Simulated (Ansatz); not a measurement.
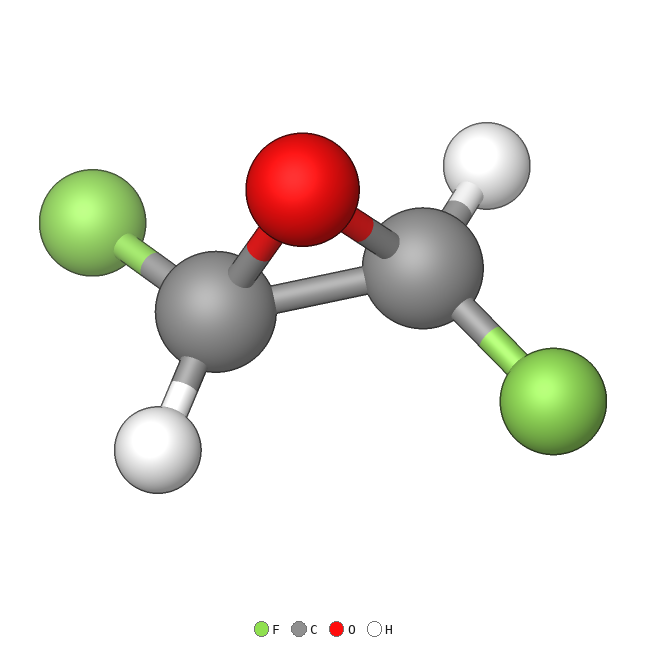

The geometry was computed by an optimisation with PBE0-D4/def2-TZVP. Program: Ansatz 0.2.0.

Compare vertical IP (eV), dipole (D), HOMO energy (eV) at these levels: B3LYP-D4/def2-TZVPP; PBE-D4/def2-TZVPP; r2SCAN-D4/def2-TZVPP; ωB97M-V/def2-TZVPP.

```tsv
level	vertical IP (eV)	dipole (D)	HOMO energy (eV)
B3LYP-D4/def2-TZVPP	11.86	1.07	−8.97
PBE-D4/def2-TZVPP	11.37	0.96	−7.55
r2SCAN-D4/def2-TZVPP	11.53	1.01	−7.87
ωB97M-V/def2-TZVPP	11.91	1.09	−11.55
```
